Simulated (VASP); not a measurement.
Band structure of RuN (relaxed from the NiAs type structure, space group P6_3/mmc). Level of theory: PBEsol GGA, VASP's PBE PAW potentials (set 64) (plane waves; VASP).

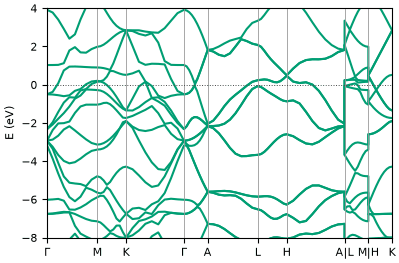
*Bands along high-symmetry lines, zero at the valence-band maximum or, without a gap, the Fermi level*

Read the plot: is there a gap, and where are the band edges?

It has no gap at this level: it comes out as a metal or semimetal. (Edges off the drawn lines would not show.)

The structure was generated: RuN was put into the NiAs type type (P6_3/mmc), which need not be its known phase. It was relaxed first, which changed the volume by -23 %.
